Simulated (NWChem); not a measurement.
## Run report: C$_{2}$H$_{4}$Si, energy and gradient calculation (part 2 of 2)

Continued. System: C$_{2}$H$_{4}$Si, SMILES C#C[SiH3]. Method: HF/STO-3G, RHF (NWChem 7.3.0). The geometry comes from this level: PBE0-D4/def2-TZVP.

Geometry of the input (Å):
```
C  -0.5807  -1.8714  0.1722
C  -0.2185  -0.7265  0.0624
Si 0.3298  1.0043  -0.1038
H  -0.9010  -2.8835  0.2693
H  -0.0945  1.5283  -1.4250
H  -0.2817  1.8181  0.9749
H  1.8079  1.0629  0.0044
```

**What the program printed, continued**
```
 Vector    8  Occ=2.000000D+00  E=-9.316216D-01
              MO Center= -4.0D-01, -1.3D+00,  1.2D-01, r^2= 1.0D+00
   Bfn.  Coefficient  Atom+Function         Bfn.  Coefficient  Atom+Function
  ----- ------------  ---------------      ----- ------------  ---------------
     2      0.497090  1 C  s                  7      0.489917  2 C  s
     1     -0.194096  1 C  s                  6     -0.189867  2 C  s

 Vector    9  Occ=2.000000D+00  E=-7.251800D-01
              MO Center=  6.9D-02,  1.8D-01, -2.5D-02, r^2= 3.4D+00
   Bfn.  Coefficient  Atom+Function         Bfn.  Coefficient  Atom+Function
  ----- ------------  ---------------      ----- ------------  ---------------
    16      0.550831  3 Si s                  2     -0.259068  1 C  s
    12     -0.236658  3 Si s                  9      0.221737  2 C  py
     7      0.199536  2 C  s                 20     -0.191199  4 H  s
    21      0.166331  5 H  s                 22      0.166372  6 H  s
    23      0.166361  7 H  s

 Vector   10  Occ=2.000000D+00  E=-6.378722D-01
              MO Center= -4.9D-01, -1.6D+00,  1.4D-01, r^2= 3.6D+00
   Bfn.  Coefficient  Atom+Function         Bfn.  Coefficient  Atom+Function
  ----- ------------  ---------------      ----- ------------  ---------------
     4      0.432802  1 C  py                20     -0.427673  4 H  s
    16     -0.269581  3 Si s                  7      0.243261  2 C  s
     2     -0.216239  1 C  s

 Vector   11  Occ=2.000000D+00  E=-4.709856D-01
              MO Center=  7.3D-02,  1.9D-01, -2.6D-02, r^2= 2.5D+00
   Bfn.  Coefficient  Atom+Function         Bfn.  Coefficient  Atom+Function
  ----- ------------  ---------------      ----- ------------  ---------------
     9      0.473126  2 C  py                18     -0.369949  3 Si py
     7      0.361720  2 C  s                  4     -0.225862  1 C  py
    21     -0.201724  5 H  s                 22     -0.201990  6 H  s
    23     -0.201988  7 H  s                 14      0.166564  3 Si py

 Vector   12  Occ=2.000000D+00  E=-4.433752D-01
              MO Center=  5.3D-01,  1.1D+00,  2.7D-01, r^2= 2.3D+00
   Bfn.  Coefficient  Atom+Function         Bfn.  Coefficient  Atom+Function
  ----- ------------  ---------------      ----- ------------  ---------------
    22      0.469502  6 H  s                 23     -0.462872  7 H  s
    17     -0.392218  3 Si px                19      0.188388  3 Si pz
    13      0.165576  3 Si px

 Vector   13  Occ=2.000000D+00  E=-4.433499D-01
              MO Center=  2.1D-01,  1.1D+00, -5.0D-01, r^2= 2.3D+00
   Bfn.  Coefficient  Atom+Function         Bfn.  Coefficient  Atom+Function
  ----- ------------  ---------------      ----- ------------  ---------------
    21      0.538375  5 H  s                 19     -0.415177  3 Si pz
    23     -0.274816  7 H  s                 22     -0.263326  6 H  s
    17     -0.191787  3 Si px                15      0.175261  3 Si pz
    10     -0.152770  2 C  pz

 Vector   14  Occ=2.000000D+00  E=-3.222748D-01
              MO Center= -3.3D-01, -1.1D+00,  1.4D-01, r^2= 1.8D+00
   Bfn.  Coefficient  Atom+Function         Bfn.  Coefficient  Atom+Function
  ----- ------------  ---------------      ----- ------------  ---------------
     3      0.500042  1 C  px                 8      0.485434  2 C  px
     5     -0.294812  1 C  pz                10     -0.286208  2 C  pz
     4     -0.186462  1 C  py                22      0.185753  6 H  s
     9     -0.181122  2 C  py                23     -0.166719  7 H  s

 Vector   15  Occ=2.000000D+00  E=-3.222724D-01
              MO Center= -3.5D-01, -1.1D+00,  5.4D-02, r^2= 1.8D+00
   Bfn.  Coefficient  Atom+Function         Bfn.  Coefficient  Atom+Function
  ----- ------------  ---------------      ----- ------------  ---------------
     5      0.530774  1 C  pz                10      0.515299  2 C  pz
     3      0.296892  1 C  px                 8      0.288222  2 C  px
    21      0.203543  5 H  s

 Vector   16  Occ=0.000000D+00  E= 3.776308D-01
              MO Center= -2.7D-01, -8.2D-01,  2.0D-02, r^2= 2.4D+00
   Bfn.  Coefficient  Atom+Function         Bfn.  Coefficient  Atom+Function
  ----- ------------  ---------------      ----- ------------  ---------------
     5      0.703864  1 C  pz                10     -0.642173  2 C  pz
    19     -0.397399  3 Si pz                21     -0.388688  5 H  s
     3      0.309524  1 C  px                 8     -0.282384  2 C  px
    22      0.196729  6 H  s                 23      0.191906  7 H  s
    17     -0.174717  3 Si px

 Vector   17  Occ=0.000000D+00  E= 3.776393D-01
              MO Center= -2.3D-01, -8.3D-01,  1.2D-01, r^2= 2.4D+00
   Bfn.  Coefficient  Atom+Function         Bfn.  Coefficient  Atom+Function
  ----- ------------  ---------------      ----- ------------  ---------------
     3      0.665513  1 C  px                 8     -0.607137  2 C  px
    17     -0.375503  3 Si px                23      0.338083  7 H  s
    22     -0.335026  6 H  s                  5     -0.303028  1 C  pz
    10      0.276455  2 C  pz                 4     -0.239736  1 C  py
     9      0.218915  2 C  py                19      0.171000  3 Si pz

 Vector   18  Occ=0.000000D+00  E= 4.894487D-01
              MO Center=  6.4D-02,  1.7D-01, -2.3D-02, r^2= 2.8D+00
   Bfn.  Coefficient  Atom+Function         Bfn.  Coefficient  Atom+Function
  ----- ------------  ---------------      ----- ------------  ---------------
    16      1.117906  3 Si s                  7     -0.953124  2 C  s
     2      0.578410  1 C  s                 18     -0.464362  3 Si py
    21     -0.419030  5 H  s                 22     -0.419235  6 H  s
    23     -0.418610  7 H  s                 20     -0.353565  4 H  s
     9     -0.273810  2 C  py                12     -0.212296  3 Si s

 Vector   19  Occ=0.000000D+00  E= 5.182093D-01
              MO Center=  4.1D-01,  1.2D+00, -1.3D-01, r^2= 2.4D+00
   Bfn.  Coefficient  Atom+Function         Bfn.  Coefficient  Atom+Function
  ----- ------------  ---------------      ----- ------------  ---------------
    18      0.940374  3 Si py                16      0.632716  3 Si s
    21     -0.543671  5 H  s                 22     -0.543306  6 H  s
    23     -0.543828  7 H  s                  7      0.488752  2 C  s
     2     -0.307724  1 C  s                 17      0.298262  3 Si px
    14     -0.266880  3 Si py                20      0.201154  4 H  s

 Vector   20  Occ=0.000000D+00  E= 5.983143D-01
              MO Center=  1.7D-01,  6.6D-01, -1.9D-01, r^2= 2.6D+00
   Bfn.  Coefficient  Atom+Function         Bfn.  Coefficient  Atom+Function
  ----- ------------  ---------------      ----- ------------  ---------------
    19      0.980768  3 Si pz                21      0.727829  5 H  s
    10     -0.460969  2 C  pz                17      0.448346  3 Si px
    23     -0.369202  7 H  s                 22     -0.359092  6 H  s
     5      0.316521  1 C  pz                15     -0.273881  3 Si pz
     8     -0.210712  2 C  px

 Vector   21  Occ=0.000000D+00  E= 5.983672D-01
              MO Center=  2.7D-01,  6.6D-01,  4.9D-02, r^2= 2.6D+00
   Bfn.  Coefficient  Atom+Function         Bfn.  Coefficient  Atom+Function
  ----- ------------  ---------------      ----- ------------  ---------------
    17      0.926677  3 Si px                22      0.633571  6 H  s
    23     -0.627494  7 H  s                 19     -0.439971  3 Si pz
     8     -0.435572  2 C  px                18     -0.336304  3 Si py
     3      0.299014  1 C  px                13     -0.258769  3 Si px
    10      0.206782  2 C  pz                 9      0.157631  2 C  py

 Vector   22  Occ=0.000000D+00  E= 6.750470D-01
              MO Center= -6.3D-01, -2.0D+00,  1.9D-01, r^2= 2.2D+00
   Bfn.  Coefficient  Atom+Function         Bfn.  Coefficient  Atom+Function
  ----- ------------  ---------------      ----- ------------  ---------------
     2      1.114338  1 C  s                 20     -1.115898  4 H  s
     9      0.579705  2 C  py                 4     -0.501759  1 C  py
    18      0.390374  3 Si py                16     -0.322030  3 Si s
     8      0.183717  2 C  px                 3     -0.159017  1 C  px
     1     -0.155530  1 C  s

 Vector   23  Occ=0.000000D+00  E= 1.428673D+00
              MO Center= -4.3D-01, -1.4D+00,  1.3D-01, r^2= 9.7D-01
   Bfn.  Coefficient  Atom+Function         Bfn.  Coefficient  Atom+Function
  ----- ------------  ---------------      ----- ------------  ---------------
     4      1.414552  1 C  py                 9      1.259737  2 C  py
     7     -1.177654  2 C  s                  2      0.989440  1 C  s
    20      0.561737  4 H  s                  3      0.447529  1 C  px
     8      0.398567  2 C  px                16     -0.220547  3 Si s
    18      0.217232  3 Si py

 center of mass
 --------------
 x =   0.00577781 y =  -0.05195409 z =  -0.00899464

 moments of inertia (a.u.)
 ------------------
         341.103690841889        -100.382679492258           9.635017823066
        -100.382679492258          55.863423994811          30.430143232686
           9.635017823066          30.430143232686         369.968316470907

  Mulliken analysis of the total density
  --------------------------------------

    Atom       Charge   Shell Charges
 -----------   ------   -------------------------------------------------------
    1 C    6     6.13   1.99  1.12  3.01
    2 C    6     6.26   1.99  1.23  3.03
    3 Si  14    13.27   2.00  1.99  5.89  1.16  2.23
    4 H    1     0.90   0.90
    5 H    1     1.14   1.14
    6 H    1     1.14   1.14
    7 H    1     1.14   1.14

       Multipole analysis of the density wrt the origin
       ------------------------------------------------

     L   x y z        total         open         nuclear
     -   - - -        -----         ----         -------
     0   0 0 0     -0.000000      0.000000     30.000000

     1   1 0 0      0.051347      0.000000      0.666506
     1   0 1 0      0.161685      0.000000     -0.002646
     1   0 0 1     -0.015478      0.000000     -0.419519

     2   2 0 0    -18.090649      0.000000     28.572334
     2   1 1 0      0.759601      0.000000     57.040234
     2   1 0 1     -0.073548      0.000000     -5.484092
     2   0 2 0    -15.943819      0.000000    190.644187
     2   0 1 1     -0.231265      0.000000    -17.291781
     2   0 0 2    -18.309844      0.000000     12.162040

                              NWChem Gradients Module
                              -----------------------

                                     C2H4Si hf

  wavefunction    =   RHF

                         RHF ENERGY GRADIENTS

    atom               coordinates                        gradient
                 x          y          z           x          y          z
   1 C      -1.097364  -3.536433   0.325411   -0.026953  -0.085246   0.008171
   2 C      -0.412905  -1.372886   0.117919    0.025432   0.080479  -0.007713
   3 Si      0.623232   1.897852  -0.196154   -0.008029  -0.025419   0.002496
   4 H      -1.702643  -5.449025   0.508903    0.000131   0.000416  -0.000039
   5 H      -0.178579   2.888068  -2.692860   -0.009062   0.011184  -0.028206
   6 H      -0.532336   3.435711   1.842294   -0.013037   0.017341   0.022986
   7 H       3.416436   2.008590   0.008315    0.031518   0.001247   0.002305

                 ----------------------------------------
                 |  Time  |  1-e(secs)   |  2-e(secs)   |
                 ----------------------------------------
                 |  CPU   |       0.00   |       0.10   |
                 ----------------------------------------
                 |  WALL  |       0.00   |       0.10   |
                 ----------------------------------------

 Task  times  cpu:        0.7s     wall:        0.7s
 Total times  cpu:        0.7s     wall:        0.7s
```

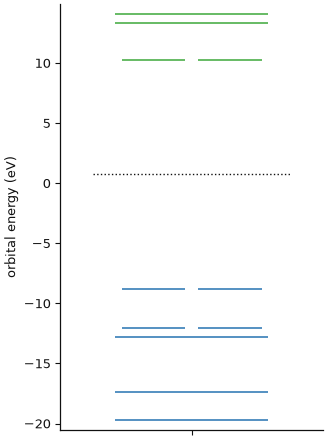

**Figure 1.** Orbital energies near the frontier; the dotted line parts filled from empty levels, and levels within 0.02 eV of each other stand side by side. Highest filled −8.77 eV, lowest empty 10.28 eV, 19.05 eV apart.

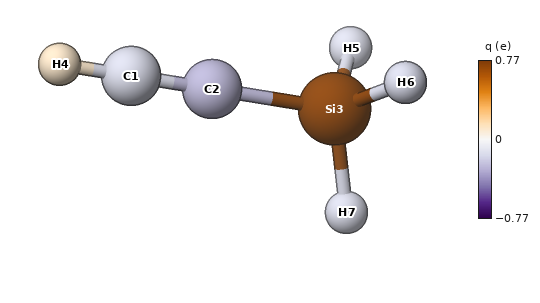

**Figure 2.** Mulliken charges, as the colour of each atom (ball-and-stick view, seen at a tilt; atoms are numbered from 1 in the order of the input). By element: C −0.26 to −0.13, Si +0.73 and H −0.14 to +0.10 e.

**Results in brief**

- outcome: converged
- total energy: −362.654778 hartree
- basis functions: 23
- largest force: 4.617 eV/Å
- HOMO: −8.77 eV
- LUMO: 10.28 eV
- dipole moment: 0.43 D
- hardware: 1 thread of AMD EPYC (Zen 4), 16 GiB of memory available, shared host
- wall time: 1.2 s
- peak memory: 0.099 GiB
